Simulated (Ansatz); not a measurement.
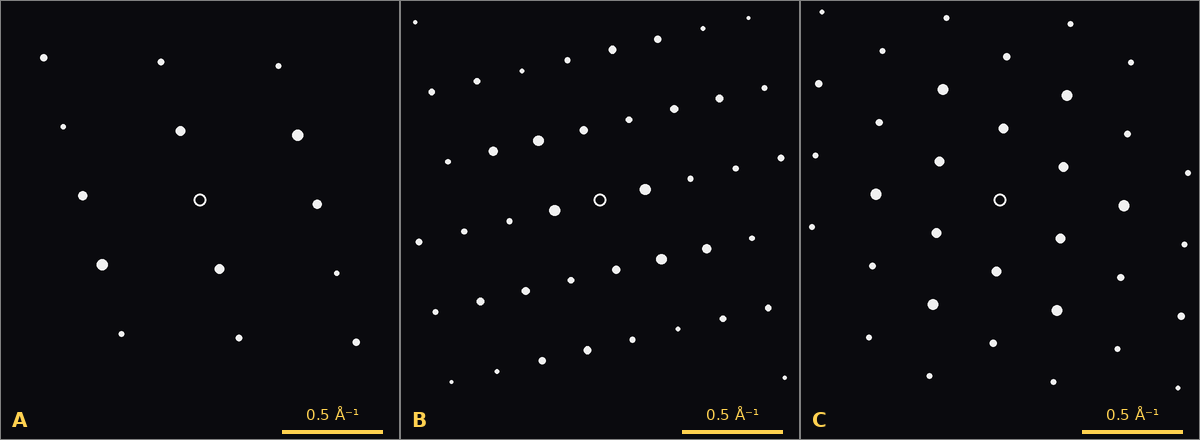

Computed electron diffraction patterns, 200 kV, single scattering only, B = 0.5 Å².

All three come from RuF₂, space group P-3m1 (No. 164), a = 3.22 Å, c = 4.31 Å (hexagonal axes). Structure: the end point of a relaxation with DFT PBEsol, scalar-relativistic, plane waves, PAW (Ansatz 0.2.0); the starting structure was generated, so it need not be a known form of this composition.

| atom | site | symmetry | x | y | z |
| --- | --- | --- | --- | --- | --- |
| Ru | 1a | -3m. | 0.0000 | 0.0000 | 0.0000 |
| F | 2d | 3m. | 0.3333 | 0.6667 | 0.2223 |

**Assign the zone axes [001], [100], [201] to A, B and C.**

A is [201]: centred rectangular net of 0 1 0 at d = 2.79 Å and 1 0 -2 at d = 1.70 Å, at 72.2°. B is [100]: rectangular net of 0 0 1 at d = 4.31 Å and 0 1 0 at d = 2.79 Å, at 90.0°. C is [001]: hexagonal net of 1 -1 0 at d = 2.79 Å and 1 0 0 at d = 2.79 Å, at 60.0°.
